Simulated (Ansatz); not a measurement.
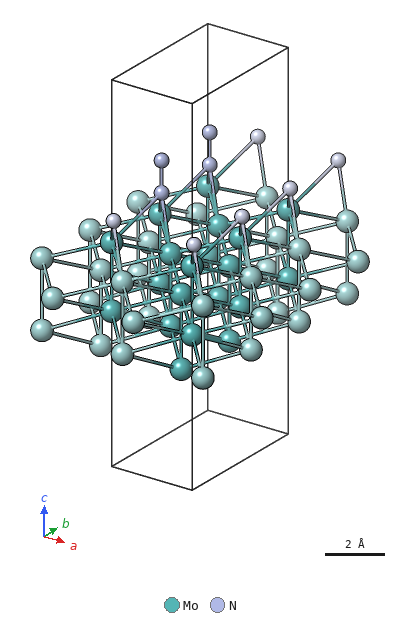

*The structure as given in the input (ball-and-stick view of the 1 × 2 repeat of the cell, with the vacuum cut short, seen slightly off an axis; neighbours outside the cell are drawn fainter). An atom can appear more than once, as a periodic image.*

**Run report: Mo3N, single-point calculation**

Mo3N (slab, 8 atoms in the cell), computed with DFT, PBE, plane waves, PAW, PAW set soft_1, no spin polarisation (Ansatz 0.2.0).

The structure derives from an entry of the Crystallography Open Database. Figures and captions count atoms from 1; the log counts them from 0 in places.

Input
```yaml
crystal:
  lattice:
    - [4.4695765303, 0.0, 0.0]
    - [-2.2347882651, 3.8707668194, 0.0]
    - [0.0, 0.0, 20.8595667262]
  atoms:
    - { symbol: Mo, position: [0.6666666667, 0.3333333333, 0.1917585371] }
    - { symbol: Mo, position: [0.3333333333, 0.6666666667, 0.23549619] }
    - { symbol: Mo, position: [0.0, 0.0, 0.2792338429] }
    - { symbol: Mo, position: [0.6666666667, 0.3333333333, 0.3191171057] }
    - { symbol: Mo, position: [0.3333333333, 0.6666666667, 0.3580407041] }
    - { symbol: Mo, position: [0.0, 0.0, 0.3959606081] }
    - { symbol: "N", position: [0.2222222222, 0.6666666667, 0.4569119637] }
    - { symbol: "N", position: [0.2222222222, 0.6666666667, 0.5118481399] }
kpoints:
  mp_grid: { grid: [6, 6, 1] }
hamiltonian:
  xc: pbe
  pseudopotentials: { kind: paw, azcp: { folder: soft_1 } }
scf:
  occupations: { method: gaussian, width: 0.1 }
  algorithm: density_mixing
output:
  forces: true
  eigenvalues: true
efield:
  axis: 3
  dipole_correction: true
  ramp_width: 0.04
```

Run on 2 threads of Arm Neoverse N1, 98 GiB of memory available, shared host.

Launch command:
```bash
ansatz run input.yaml --threads 2 --pin off --max-ram 6144MiB --backend cpu --events-out ev --progress --plain --runs-dir out
```

Output
```
Engine: ansatz 0.2.0, aarch64-unknown-linux-gnu
Pseudopotentials: kind: paw
Pseudopotential: Mo, paw, valence charge 14, recommended cutoff 420 eV (normal), [file]
Pseudopotential: N, paw, valence charge 5, recommended cutoff 420 eV (normal), [file]
Functional definition: PBE
  parameter kappa = 0.804
  parameter beta = 0.06672455060314922
  exchange = pbe_x(kappa = kappa, mu = beta*pi^2/3)
  correlation = pbe_c(beta = beta)
Crystal: 8 atoms, lattice volume = 360.885 Å³
Basis set: ecut = 420 eV, 7071 PW (Γ), exchange–correlation on 60×60×288 points (8 copies of the dense FFT grid, shifted against one another)
Bands: 57, of which v1, the nominal top of the filled ones, is band 47 counted from 1 (46 counted from 0)
Symmetry: 1 space group operations
Space group: P1 (ITA 1), of the structure as read, at distance tolerance 7.1e-5 Å
k-points: 20 of 36 (time reversal used)
Non-local potential: Mo, projectors of the file, l = 0: 3, l = 1: 2, l = 2: 2, l = 3: 1
Non-local potential: N, projectors of the file, l = 0: 2, l = 1: 2, l = 2: 1
PAW form: soft (Blöchl's): semilocal exchange-correlation on the pseudo side does not see the compensation charge
PAW one-centre angular grid: Mo, 590 points (default); XC on 64 Gauss nodes
PAW one-centre angular grid: N, 110 points (default); XC on 64 Gauss nodes
Initial density: superposition of atomic densities (neutral atoms: chi_scale 0, normalization atom)
Initial wavefunctions: pseudopotential atomic-orbital guess
Functional: x = pbe(κ = 0.804, μ = 0.2195149727645171), c = pbe(β = 0.06672455060314922)
SCF iter   1: F=—  HF=-30504.177132 eV  |F-HF|=—  |Δ(HF+E_count)|=         —  Δρ=6.36e-2  dr2=3.77e1  ethr=3.10e-3  p=0.000 e·Å  D=5.52e-8 V/Å  ΔV_dip=-0.00 eV  dr2_dipole=1.70e0  V_vac-E_F(+/−)=6.02/6.02 eV  ⟨swp⟩=8.3  Hψ=5422  notcnv=0
efield: sawtooth ramp at fractional position 0.8318 (placed from the atoms, in the widest stretch of the axis that holds none; the zero of the levels goes with the place), width 0.0400; the density the first Hamiltonian is built on has a dipole p = 0.000 e·Å; the dipole correction subtracts the counter field D = 5.52e-8 V/Å, which shifts the + side's vacuum level by -0.00 eV against the − side's; the planar-averaged density in the ramp window peaks in size at 2.4e-6 e/Å³
preconditioner: auto → LDOS  [metal: Δε(μ)=0.005 eV  Ē_g=5.244 eV  σ=0.100 eV  W_gap=0.03  n_scr=68 (ndim 8)  ℏωp=13.0 eV  f_vac=0.573  D(μ)=9.54/eV (n_scr^D=68)  β→1.0]
SCF iter   2: F=—  HF=-30500.975732 eV  |F-HF|=—  |Δ(HF+E_count)|=    3.20e0  Δρ=4.93e-2  dr2=4.00e1  ethr=3.10e-3  p=-0.237 e·Å  D=-1.19e-1 V/Å  ΔV_dip=2.48 eV  dr2_dipole=6.82e0  V_vac-E_F(+/−)=5.20/2.72 eV  ⟨swp⟩=4.2  Hψ=3065  notcnv=0  defer=67
SCF iter   3: F=—  HF=-30497.734845 eV  |F-HF|=—  |Δ(HF+E_count)|=    3.24e0  Δρ=1.06e-2  dr2=1.41e0  ethr=3.10e-3  p=-0.060 e·Å  D=-3.02e-2 V/Å  ΔV_dip=0.63 eV  dr2_dipole=1.54e-2  V_vac-E_F(+/−)=4.96/4.33 eV  ⟨swp⟩=3.7  Hψ=2678  notcnv=0  defer=48
SCF iter   4: F=—  HF=-30497.636336 eV  |F-HF|=—  |Δ(HF+E_count)|=   9.85e-2  Δρ=3.32e-3  dr2=1.49e-1  ethr=1.51e-3  p=-0.095 e·Å  D=-4.76e-2 V/Å  ΔV_dip=0.99 eV  dr2_dipole=3.08e-2  V_vac-E_F(+/−)=4.89/3.89 eV  ⟨swp⟩=2.5  Hψ=1603  notcnv=0  defer=41
SCF iter   5: F=—  HF=-30497.627690 eV  |F-HF|=—  |Δ(HF+E_count)|=   8.65e-3  Δρ=1.52e-3  dr2=2.76e-2  ethr=1.58e-4  p=-0.101 e·Å  D=-5.08e-2 V/Å  ΔV_dip=1.06 eV  dr2_dipole=4.18e-3  V_vac-E_F(+/−)=4.80/3.75 eV  ⟨swp⟩=2.0  Hψ=1653  notcnv=0  defer=41
SCF iter   6: F=—  HF=-30497.627091 eV  |F-HF|=—  |Δ(HF+E_count)|=   5.99e-4  Δρ=6.98e-4  dr2=5.47e-3  ethr=2.93e-5  p=-0.104 e·Å  D=-5.23e-2 V/Å  ΔV_dip=1.09 eV  dr2_dipole=1.04e-3  V_vac-E_F(+/−)=4.79/3.70 eV  ⟨swp⟩=2.0  Hψ=1564  notcnv=0  defer=41
SCF iter   7: F=—  HF=-30497.626883 eV  |F-HF|=—  |Δ(HF+E_count)|=   2.08e-4  Δρ=2.56e-4  dr2=4.97e-4  ethr=5.82e-6  p=-0.106 e·Å  D=-5.30e-2 V/Å  ΔV_dip=1.11 eV  dr2_dipole=7.16e-7  V_vac-E_F(+/−)=4.77/3.67 eV  ⟨swp⟩=2.0  Hψ=1528  notcnv=0  defer=41
SCF iter   8: F=—  HF=-30497.626982 eV  |F-HF|=—  |Δ(HF+E_count)|=   9.91e-5  Δρ=1.18e-4  dr2=1.51e-4  ethr=5.29e-7  p=-0.107 e·Å  D=-5.39e-2 V/Å  ΔV_dip=1.12 eV  dr2_dipole=6.65e-6  V_vac-E_F(+/−)=4.77/3.65 eV  ⟨swp⟩=2.5  Hψ=1697  notcnv=0  defer=41
SCF iter   9: F=—  HF=-30497.626997 eV  |F-HF|=—  |Δ(HF+E_count)|=   1.49e-5  Δρ=3.97e-5  dr2=9.26e-6  ethr=1.61e-7  p=-0.108 e·Å  D=-5.43e-2 V/Å  ΔV_dip=1.13 eV  dr2_dipole=1.18e-7  V_vac-E_F(+/−)=4.77/3.64 eV  ⟨swp⟩=2.0  Hψ=1449  notcnv=0  defer=41
SCF iter  10: F=—  HF=-30497.627544 eV  |F-HF|=—  |Δ(HF+E_count)|=   5.47e-4  Δρ=1.65e-5  dr2=1.99e-6  ethr=9.85e-9  p=-0.109 e·Å  D=-5.44e-2 V/Å  ΔV_dip=1.14 eV  dr2_dipole=8.57e-9  V_vac-E_F(+/−)=4.77/3.63 eV  ⟨swp⟩=3.2  Hψ=2025  notcnv=0  defer=41
SCF iter  11: F=—  HF=-30497.627544 eV  |F-HF|=—  |Δ(HF+E_count)|=   4.96e-7  Δρ=6.14e-6  dr2=2.01e-7  ethr=2.12e-9  p=-0.109 e·Å  D=-5.45e-2 V/Å  ΔV_dip=1.14 eV  dr2_dipole=1.16e-9  V_vac-E_F(+/−)=4.77/3.63 eV  ⟨swp⟩=2.0  Hψ=1530  notcnv=0  defer=41
SCF iter  12: F=-30497.627545 eV  HF=-30497.627545 eV  |F-HF|=8.63e-8  |Δ(HF+E_count)|=   2.95e-7  Δρ=2.36e-6  dr2=2.90e-8  ethr=1.06e-10  p=-0.109 e·Å  D=-5.45e-2 V/Å  ΔV_dip=1.14 eV  dr2_dipole=5.17e-10  V_vac-E_F(+/−)=4.77/3.63 eV  ⟨swp⟩=16.6  Hψ=5568  notcnv=0
SCF 1 converged in 12 iterations: F = -30497.627545 eV  dr2 = 2.90e-8
  greatest PAW one-centre occupation: 0.999 electrons in one spin orbital (limit 2), on the Mo atom at site 1 (counted from 0), in its partial waves of l = 0
```

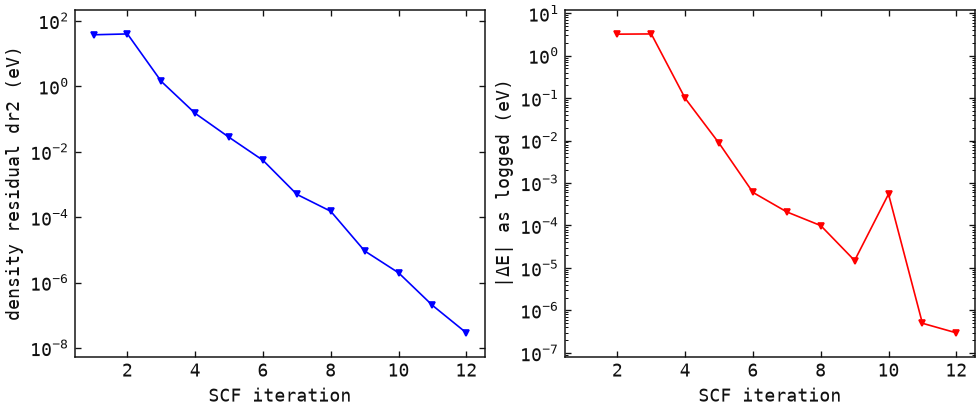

*Convergence of the self-consistent field: density residual dr2 and size of the energy change against the SCF iteration.*

The residual falls almost steadily, with no more than small rises.

```
SCF converged after 12 iterations
Free energy (F): -30497.627545 eV
Harris-Foulkes:  -30497.627545 eV  (|F-HF|=8.63e-8)
Internal energy: -30497.581004 eV  (E = F + TS)
E sigma→0 (E₀):  -30497.604274 eV
Entropy (-TS):   -0.046541 eV (-5.818 meV/atom)
Fermi energy:    3.031149 eV
Dipole field:    D = -0.054466 V/Å  (p = -0.108626 e·Å, saw-weighted, corrected)
Work function:   Φ+ = 4.7700 eV   Φ− = 3.6338 eV
Levels:          The Fermi level and band energies are counted from a zero that moves with the ramp; work functions are not
--- Per-component energies (eV) ---
  E_band       = -1905.538420
  E_kinetic    = 2777.803575
  E_local      = -83210.334868  (includes V_loc(G=0)·N_el)
  E_nonlocal   = 971.662228
  E_hartree    = 40007.957847
  E_xc         = -1165.237048
  E_vxc        = -1453.694365  (∫ρ·V_xc dr)
  E_paw        = -19529.681290  (= ΣΔE_a)
  E_vpaw       = -1003.128169  (= ΣTr[D̂ρ^β])
  E_aug_tail   = 0.002006  (compensation charges beyond the density's cutoff)
  E_efield     = 0.002958  (sawtooth field / dipole correction)
  E_vefield    = -3.756081  (∫n·V_field dr)
  E_ewald      = 29650.243588
  E_smearing   = -0.046541  (= −TS)
  E_closure    = -0.000000  (closes the sum)
  Σ components = -30497.627545   (vs F -30497.627545, Δ=0.00e0)
--- Forces (eV/Å), atoms counted from 1 ---
  atom   1  Mo    -0.10395962    -0.02052842     1.94119398
  atom   2  Mo     0.11662177     0.03969133    -1.36329137
  atom   3  Mo    -0.06288465    -0.03380873    -1.23676610
  atom   4  Mo    -0.11558948    -0.01835019    -0.70403538
  atom   5  Mo    -0.13217061    -0.02908156     1.32515208
  atom   6  Mo     0.12793864     0.06216685     0.03924984
  atom   7  N      0.56068553    -0.01978394    -0.00427945
  atom   8  N     -0.39064534     0.01969055     0.00280638
  max |Σ_I F_I| component: 3.00e-5 eV/Å
--- Band table (eV; the first three rows and the last of 20) ---
  k-point 0: bands = ["-58.1759", "-57.9419", "-57.9066", "-57.7994", "-57.7299", "-57.5896", "-32.7075", "-32.5012", "-32.4807", "-32.4611", "-32.4062", "-32.3891", "-32.2471", "-32.0861", "-32.0807", "-31.8278", "-31.8238", "-31.6917", "-31.5598", "-31.5224", "-31.5148", "-31.4822", "-31.3967", "-31.3873", "-20.3375", "-8.1313", "-4.5704", "-4.3459", "-3.7237", "-2.8175", "-1.6647", "-1.6344", "-0.5493", "0.0386", "0.0412", "0.3774", "0.3938", "0.4133", "0.4986", "0.9593", "0.9960", "1.5265", "1.6068", "1.7794", "1.8419", "1.8472", "2.3140", "3.3519", "3.8521", "4.0795", "4.2297", "4.2349", "4.4095", "4.6487", "4.8049", "5.0343", "5.0646"]
  k-point 1: bands = ["-58.1555", "-57.9445", "-57.9095", "-57.8058", "-57.7281", "-57.6009", "-32.7397", "-32.6349", "-32.5663", "-32.4764", "-32.3078", "-32.2844", "-32.2059", "-32.0707", "-32.0239", "-31.8166", "-31.7984", "-31.6926", "-31.5891", "-31.5423", "-31.5189", "-31.4994", "-31.4040", "-31.3893", "-20.3353", "-8.1099", "-4.6089", "-4.3807", "-3.6584", "-2.5293", "-1.4935", "-1.4313", "-0.8105", "-0.2560", "-0.0741", "0.0120", "0.2748", "0.5056", "0.8164", "1.0307", "1.1784", "1.4799", "1.6035", "1.9865", "2.1388", "2.1774", "2.6015", "3.2485", "3.6097", "4.0248", "4.2038", "4.2399", "4.4141", "4.5861", "4.8195", "4.9201", "5.1376"]
  k-point 2: bands = ["-58.1034", "-57.9643", "-57.9117", "-57.8218", "-57.7164", "-57.6290", "-32.8089", "-32.7618", "-32.5879", "-32.4355", "-32.3416", "-32.2610", "-32.0260", "-31.9884", "-31.9262", "-31.8788", "-31.7867", "-31.7506", "-31.6277", "-31.5666", "-31.5359", "-31.4777", "-31.4069", "-31.3806", "-20.3309", "-8.0692", "-4.6903", "-4.4280", "-3.5765", "-1.8690", "-1.3572", "-0.9947", "-0.8532", "-0.4647", "-0.1118", "-0.0878", "0.3604", "0.5195", "0.7775", "0.8957", "1.1580", "1.3447", "1.6155", "1.9115", "2.5415", "2.6732", "2.9707", "3.1224", "3.4444", "3.9015", "4.0429", "4.2132", "4.4407", "4.5919", "4.5975", "4.8823", "5.0327"]
  k-point 19: bands = ["-58.0602", "-57.9923", "-57.9122", "-57.8304", "-57.7025", "-57.6502", "-32.8459", "-32.8022", "-32.5980", "-32.3841", "-32.2848", "-32.2591", "-32.1286", "-31.9409", "-31.8833", "-31.8320", "-31.8127", "-31.7704", "-31.6450", "-31.5883", "-31.5325", "-31.4446", "-31.4149", "-31.3755", "-20.3286", "-8.0501", "-4.7861", "-4.3718", "-3.5515", "-1.6704", "-1.4416", "-0.6237", "-0.3791", "-0.2488", "-0.0906", "0.2044", "0.2334", "0.5296", "0.6091", "0.6949", "0.7277", "1.2104", "1.5467", "1.7470", "2.3266", "2.7626", "2.9717", "3.0284", "3.5047", "3.5292", "4.2047", "4.4045", "4.6443", "4.6697", "4.8149", "4.8827", "5.1386"]
```

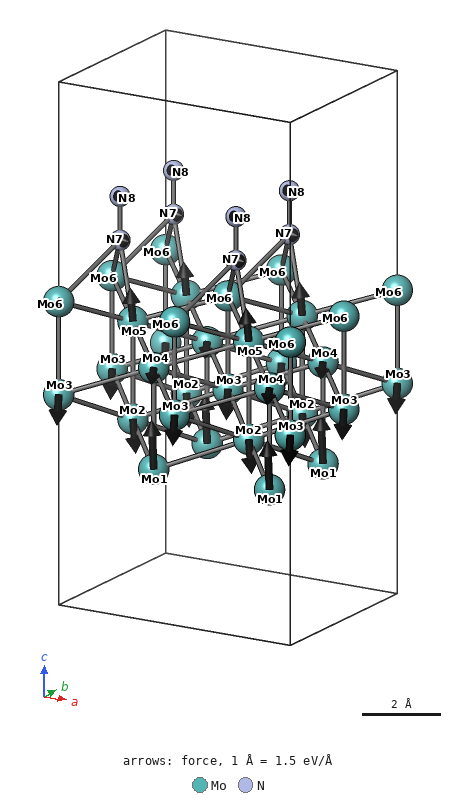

*Forces on the atoms as black arrows (ball-and-stick view of the 2 × 2 repeat of the cell, with the vacuum cut short, seen slightly off an axis; atoms are numbered from 1 in the order of the input).*

The largest act on Mo1 (1.94 eV/Å); Mo2 (1.37 eV/Å); Mo5 (1.33 eV/Å); Mo3 (1.24 eV/Å), among others. The geometry is not a stationary point of this energy.

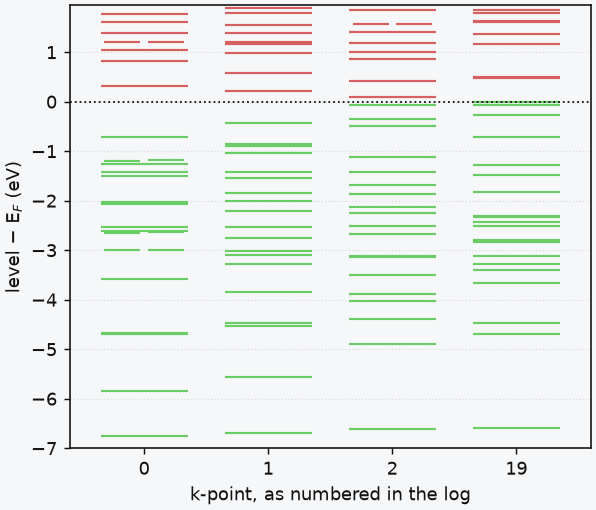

*Kohn–Sham levels near the Fermi level (dotted) at the few k-points that the log prints; levels within 0.02 eV of each other stand side by side.*

The system is metallic on the full mesh.

Summary

```tsv
quantity	value
outcome	converged
electrons treated	94
free energy	−30497.6275 eV
Fermi energy	3.031 eV
gap on the k-point mesh	none (metallic)
largest force (length of the vector)	1.944 eV/Å
wall time	42 s (CPU time 82 s)
peak memory	0.67 GiB
```

Notes

Settings chosen away from the usual ones: scf.algorithm set to density_mixing; basis.ecutwfc removed.
